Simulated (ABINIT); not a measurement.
## TiO2 (Anatase): G0W0 with ABINIT, start to end

Wanted: ground state, empty states, screening and self-energy for TiO2 (Anatase).

Method: LDA and many-body steps on it, plane waves, in ABINIT 10.8.3.

**What was measured.**

- Gap 3.2 eV: optical gap from Kubelka-Munk analysis; UV-vis diffuse reflectance; powder (commercial anatase powder, bare and with 0.1 wt% metal loading, all similar) (“Insight into the Roles of Metal Loading on CO2 Photocatalytic Reduction Behaviors of TiO2”, 2022, pmc:8839550).

- Gap 3.3 eV: optical gap from Kubelka-Munk plot; UV-vis diffuse reflectance; powder (commercial anatase powder) (“Structure, light absorption properties and photocatalytic activity of carbon-containing titania nanocomposites synthesized via a facile sol–gel method”, 2022, pmc:9404286).

- Gap 3.17 eV: gap from valence band edge and flat band potential; valence-band XPS and Mott-Schottky plots; film (“Enhancement of Titania Photoanode Performance by Sandwiching Copper between Two Titania Layers”, 2020, pmc:7579609).

- Gap 3.18 ± 0.03 eV: direct optical gap from Kubelka-Munk plot; UV-Vis diffuse reflectance; 300 K; powder (“Effect of Ethylene Glycol: Citric Acid Molar Ratio and pH on the Morphology, Vibrational, Optical and Electronic Properties of TiO2 and CuO Powders Synthesized by Pechini Method”, 2022, pmc:9369947).

- Gap 3.98 eV: direct quasiparticle gap around Gamma; experiment quoted from earlier work; bulk crystal (anatase, value from earlier experiment) (quoted in “Giant exciton Mott density in anatase TiO2”, 2020, arxiv:2007.10051).

This is a selection; 13 further reports are not listed.

## (1) The starting structure

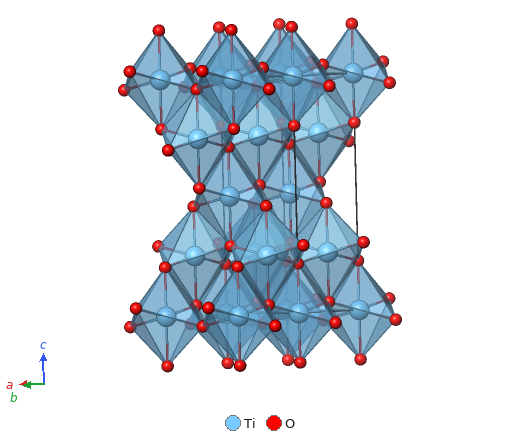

The cell as given, from a free direction (titanium blue, oxygen red). 1×2×1 cells are drawn. This picture shows the conventional cell, with its axes. Some periodic images of atoms are drawn too.

The cell and positions come from the Crystallography Open Database and are kept as given unless a step says otherwise.

## (2) Ground state

This step: ABINIT 10.8.3; DFT, LDA, plane waves, norm-conserving pseudopotentials.

The ground-state density comes first.

File run.abi:

```
acell 3*1.0 Angstrom
rprim 
  -1.892100000000 1.892100000000 4.757300000000
  1.892100000000 -1.892100000000 4.757300000000
  1.892100000000 1.892100000000 -4.757300000000
ntypat 2
znucl 22 8
natom 6
typat 1 1 2 2 2 2
xred 
  0.000000000000 0.000000000000 0.000000000000
  0.750000000000 0.250000000000 0.500000000000
  0.208100000000 0.208100000000 0.000000000000
  0.958100000000 0.458100000000 0.500000000000
  0.541900000000 0.041900000000 0.500000000000
  0.791900000000 0.791900000000 0.000000000000
pp_dirpath "pseudos"
pseudos "Ti.upf, O.upf"
ecut 38
ngkpt 8 8 8
nshiftk 1
shiftk 0 0 0
kptopt 1
chksymbreak 0
nband 31
occopt 1
tolvrs 1e-10
nstep 60
prtwf 0
indata_prefix "in"
outdata_prefix "out"
tmpdata_prefix "tmp"
```

Run with:

```console
OMP_NUM_THREADS=1 mpirun -n 4 abinit run.abi > log
```

Numbers of over 12 decimals in the logs are rounded to 6 here.

The program printed:

```text
.Version 10.8.3 of ABINIT. v10.8.2 released Aug 2026.

 Symmetries : space group I4_1/a m d (#141); Bravais tI (body-center tetrag.)
================================================================================
 Values of the parameters that define the memory need of the present run
     intxc =       0    ionmov =       0      iscf =       7    lmnmax =       6
     lnmax =       6     mgfft =      60  mpssoang =       3    mqgrid =    3001
     natom =       6  nloc_mem =       1    nspden =       1   nspinor =       1
    nsppol =       1      nsym =      16    n1xccc =    2501    ntypat =       2
    occopt =       1   xclevel =       1
-    mband =          31        mffmem =           1         mkmem =          15
       mpw =        5174          nfft =      216000          nkpt =          59
================================================================================
  Rough estimation (10% accuracy) of disk space for files :
================================================================================

--------------------------------------------------------------------------------
------------- Echo of variables that govern the present computation ------------
--------------------------------------------------------------------------------
 -outvars: echo values of preprocessed input variables --------
            acell      1.8897261259E+00  1.8897261259E+00  1.8897261259E+00 Bohr

      chksymbreak           0
             ecut      3.80000000E+01 Hartree
-          fftalg         312

              ixc       -1012
              kpt      0.00000000E+00  0.00000000E+00  0.00000000E+00
                       1.25000000E-01  0.00000000E+00  0.00000000E+00
                       2.50000000E-01  0.00000000E+00  0.00000000E+00
                       3.75000000E-01  0.00000000E+00  0.00000000E+00
                       5.00000000E-01  0.00000000E+00  0.00000000E+00
                       1.25000000E-01  1.25000000E-01  0.00000000E+00
                       2.50000000E-01  1.25000000E-01  0.00000000E+00
                       3.75000000E-01  1.25000000E-01  0.00000000E+00
                       5.00000000E-01  1.25000000E-01  0.00000000E+00
   [... 39 further rows ...]
                       5.00000000E-01  5.00000000E-01  2.50000000E-01
                      -3.75000000E-01  5.00000000E-01  2.50000000E-01
                       outvar_i_n : Printing only first  50 k-points.
         kptrlatt        8    0    0      0    8    0      0    0    8
          kptrlen      5.72088128E+01
P           mkmem          15
            natom           6
            nband          31
            ngfft          60      60      60
             nkpt          59
            nstep          60
             nsym          16
           ntypat           2
              occ      2.000000  2.000000  2.000000  2.000000  2.000000  2.000000
                       2.000000  2.000000  2.000000  2.000000  2.000000  2.000000
                       2.000000  2.000000  2.000000  2.000000  2.000000  2.000000
                       2.000000  2.000000  2.000000  2.000000  2.000000  2.000000
                       0.000000  0.000000  0.000000  0.000000  0.000000  0.000000
                       0.000000
            prtwf           0
            rprim     -1.8921000000E+00  1.8921000000E+00  4.7573000000E+00
[...]
spgroup         141

           tolvrs      1.00000000E-10

             xred      0.0000000000E+00  0.0000000000E+00  0.0000000000E+00
[...]
znucl       22.00000    8.00000

================================================================================

 chkinp: Checking input parameters for consistency.

================================================================================
== DATASET  1 ==================================================================
-   mpi_nproc: 4, omp_nthreads: 1 (-1 if OMP is not activated)

--- !DatasetInfo
iteration_state: {dtset: 1, }
dimensions: {natom: 6, nkpt: 59, mband: 31, nsppol: 1, nspinor: 1, nspden: 1, mpw: 5174, }
cutoff_energies: {ecut:  38.0, pawecutdg:  -1.0, }
electrons: {nelect:   4.80000000E+01, charge:   0.00000000E+00, occopt:   1.00000000E+00, tsmear:   1.00000000E-02, }

 Real(R)+Recip(G) space primitive vectors, cartesian coordinates (Bohr,Bohr^-1):
 R(1)= -3.5755508  3.5755508  8.9899941  G(1)=  0.0000000  0.1398386  0.0556174
 R(2)=  3.5755508 -3.5755508  8.9899941  G(2)=  0.1398386  0.0000000  0.0556174
 R(3)=  3.5755508  3.5755508 -8.9899941  G(3)=  0.1398386  0.1398386  0.0000000
 Unit cell volume ucvol=  4.5973260E+02 bohr^3
 Angles (23,13,12)=  1.39434593E+02  1.39434593E+02  5.87128032E+01 degrees

 getcut: wavevector=  0.0000  0.0000  0.0000  ngfft=  60  60  60
         ecut(hartree)=     38.000   => boxcut(ratio)=   2.09654

--- Pseudopotential description ------------------------------------------------
- Ti Generated using ONCVPSP code by D. R. Hamann
- 22.00000  12.00000  180309                  znucl, zion, pspdat
12 -1012 2 -1 1568                            pspcod,pspxc,lmax,lloc,mmax
     nproj     2     2     2
  pspatm : epsatm=   14.84363209
         --- l  ekb(1:nproj) -->
[...]
pspatm: atomic psp has been read  and splines computed

- O Generated using ONCVPSP code by D. R. Hamann
[...]
ETOT 12  -185.09905687830    -7.938E-10 1.348E-03 8.592E-06
 ETOT 13  -185.09905687936    -1.063E-09 1.671E-03 7.661E-07
 ETOT 14  -185.09905687946    -9.425E-11 1.042E-03 3.282E-09
 ETOT 15  -185.09905687946    -5.997E-12 1.085E-03 3.426E-10
 ETOT 16  -185.09905687946     3.354E-12 6.881E-04 7.707E-11

 At SCF step   16       vres2   =  7.71E-11 < tolvrs=  1.00E-10 =>converged.

 Cartesian components of stress tensor (hartree/bohr^3)
  sigma(1 1)=  2.63758869E-04  sigma(3 2)=  0.00000000E+00
  sigma(2 2)=  2.63758869E-04  sigma(3 1)=  0.00000000E+00
  sigma(3 3)=  2.35265312E-04  sigma(2 1)=  0.00000000E+00

--- !ResultsGS
iteration_state: {dtset: 1, }
comment   : Summary of ground state results
lattice_vectors:
- [ -3.5755508,   3.5755508,   8.9899941, ]
- [  3.5755508,  -3.5755508,   8.9899941, ]
- [  3.5755508,   3.5755508,  -8.9899941, ]
lattice_lengths: [  10.31451,   10.31451,   10.31451, ]
lattice_angles: [139.435, 139.435,  58.713, ] # degrees, (23, 13, 12)
lattice_volume:   4.5973260E+02
convergence: {deltae:  3.354E-12, res2:  7.707E-11, residm:  6.881E-04, diffor: null, }
etotal    :  -1.85099057E+02
entropy   :   0.00000000E+00
fermie    :   1.35350574E-01
cartesian_stress_tensor: # hartree/bohr^3
- [  2.63758869E-04,   0.00000000E+00,   0.00000000E+00, ]
- [  0.00000000E+00,   2.63758869E-04,   0.00000000E+00, ]
- [  0.00000000E+00,   0.00000000E+00,   2.35265312E-04, ]
pressure_GPa:  -7.4806E+00
xred      :
- [  0.0000E+00,   0.0000E+00,   0.0000E+00, Ti]
- [  7.5000E-01,   2.5000E-01,   5.0000E-01, Ti]
- [  2.0810E-01,   2.0810E-01,  -3.2879E-19,  O]
- [  9.5810E-01,   4.5810E-01,   5.0000E-01,  O]
- [  5.4190E-01,   4.1900E-02,   5.0000E-01,  O]
- [  7.9190E-01,   7.9190E-01,  -1.2512E-18,  O]
cartesian_forces: # hartree/bohr
- [  1.83855492E-30,   4.70668300E-30,   7.22801448E-20, ]
- [  5.14796518E-31,  -3.23586744E-30,   7.22801448E-20, ]
- [  1.86806665E-19,  -1.11423594E-18,  -2.70555138E-03, ]
- [  1.05343839E-20,   4.44215253E-19,  -2.70555138E-03, ]
- [ -1.86806665E-19,   1.11423594E-18,   2.70555138E-03, ]
- [ -1.05343839E-20,  -4.44215253E-19,   2.70555138E-03, ]
force_length_stats: {min:   7.22801448E-20, max:   2.70555138E-03, mean:   1.80370092E-03, }

 Integrated electronic density in atomic spheres:
 ------------------------------------------------
 Atom  Sphere_radius  Integrated_density
[...]
================================================================================

 ----iterations are completed or convergence reached----

 Mean square residual over all n,k,spin=   40.959E-07; max=  68.813E-05
 reduced coordinates (array xred) for    6 atoms
[...]
0.750000000000      0.250000000000      0.500000000000
       0.208100000000      0.208100000000     -0.000000000000
       0.958100000000      0.458100000000      0.500000000000
       0.541900000000      0.041900000000      0.500000000000
       0.791900000000      0.791900000000     -0.000000000000
 rms dE/dt=  1.9860E-02; max dE/dt=  2.4323E-02; dE/dt below (all hartree)
    1      -0.000000000000      0.000000000000     -0.000000000000
    2       0.000000000000     -0.000000000000      0.000000000000
    3       0.024322890935      0.024322890935     -0.024322890935
    4       0.024322890935      0.024322890935     -0.024322890935
    5      -0.024322890935     -0.024322890935      0.024322890935
    6      -0.024322890935     -0.024322890935      0.024322890935

 cartesian coordinates (angstrom) at end:
    1      0.000000     0.000000     0.000000
    2      0.000000     1.892100     2.378650
    3      0.000000    -0.000000     1.979988
    4      0.000000     1.892100     4.358638
[...]
cartesian forces (hartree/bohr) at end:
[...]
frms,max,avg= 1.2754092E-03 2.7055514E-03   0.000E+00  0.000E+00  0.000E+00 h/b

 cartesian forces (eV/Angstrom) at end:
[...]
2      0.000000    -0.000000     0.000000
    3      0.000000    -0.000000    -0.139125
    4      0.000000     0.000000    -0.139125
    5     -0.000000     0.000000     0.139125
    6     -0.000000    -0.000000     0.139125
 frms,max,avg= 6.5584175E-02 1.3912505E-01   0.000E+00  0.000E+00  0.000E+00 e/A
 length scales=  1.889726125908  1.889726125908  1.889726125908 bohr
              =  1.000000000000  1.000000000000  1.000000000000 angstroms
 prteigrs : about to open file out_EIG
 Fermi (or HOMO) energy (hartree) =   0.13535   Average Vxc (hartree)=  -0.41999
 Eigenvalues (hartree) for nkpt=  59  k points:
 kpt#   1, nband= 31, wtk=  0.00195, kpt=  0.0000  0.0000  0.0000 (reduced coord)
  -1.91134   -1.90896   -1.05961   -1.05039   -1.05039   -1.04761   -1.04761   -1.04438
  -0.49997   -0.46106   -0.45507   -0.44246   -0.00929   -0.00550   -0.00550    0.00902
   0.05898    0.05898    0.06132    0.10798    0.10798    0.10830    0.11917    0.11917
   0.21194    0.24047    0.28231    0.28232    0.28388    0.28389    0.33226
 prteigrs : prtvol=0 or 1, do not print more k-points.

--- !EnergyTerms
iteration_state     : {dtset: 1, }
comment             : Components of total free energy in Hartree
kinetic             :  8.99585124668403E+01
hartree             :  5.01383251614593E+01
xc                  : -3.36899752969911E+01
Ewald energy        : -1.22088434587365E+02
psp_core            :  5.72050176239306E+00
local_psp           : -1.65773821260375E+02
non_local_psp       : -9.36416512541970E+00
total_energy        : -1.85099056879458E+02
total_energy_eV     : -5.03680193051374E+03
band_energy         : -2.28099148617925E+01

 Cartesian components of stress tensor (hartree/bohr^3)
  sigma(1 1)=  2.63758869E-04  sigma(3 2)=  0.00000000E+00
  sigma(2 2)=  2.63758869E-04  sigma(3 1)=  0.00000000E+00
  sigma(3 3)=  2.35265312E-04  sigma(2 1)=  0.00000000E+00

-Cartesian components of stress tensor (GPa)         [Pressure= -7.4806E+00 GPa]
- sigma(1 1)=  7.76005384E+00  sigma(3 2)=  0.00000000E+00
- sigma(2 2)=  7.76005384E+00  sigma(3 1)=  0.00000000E+00
- sigma(3 3)=  6.92174444E+00  sigma(2 1)=  0.00000000E+00

== END DATASET(S) ==============================================================
================================================================================

 -outvars: echo values of variables after computation  --------
           etotal     -1.8509905688E+02
            nband          31
             nkpt          59
          spgroup         141
 [... the other variables as echoed above ...]

 Calculation completed.
```

Run time: 3.9 min. Hardware: 4 MPI ranks of Arm Neoverse V1, shared host; peak memory 0.56 GiB.

This step gave:

* total energy: -5036.8019 eV
* gap: 2.084 eV
* k of the valence top: -0.375, 0.375, 0
* k of the conduction bottom: 0, 0, 0
* least direct gap: 2.398 eV
* pressure: -7.481 GPa

The gap is indirect, with the least direct gap 0.31 eV higher.

The cutoff was set for levels, not for stress, so the pressure can be off by some GPa.

[end of part 1 of 3]

[Paths, hosts, dates, memory and timing lines, banners, echoed tables and standing remarks are left out of the program output.]

[Logs are printed without paths, hosts, clocks, repeated set-up lines and the standing remarks that a program may print on its own settings, such as how far it seeks lower states.]

[Runs of the session that timed out or met a known fault of the program may be left out.]

[Hosts, paths, dates, database ids (printed as entryN), source tags and the programs' standing remarks are cut or masked in the printed files.]

[G0W0 gaps are taken among the corrected bands and points alone; a level outside them can change the order at an edge.]

[Where Ansatz stands beside ABINIT at settings called matched, ABINIT's density can come from a denser mesh and the files from another edition; pairs whose starting gaps differed by over 0.03 eV were left out, so agreement reads better than it is.]
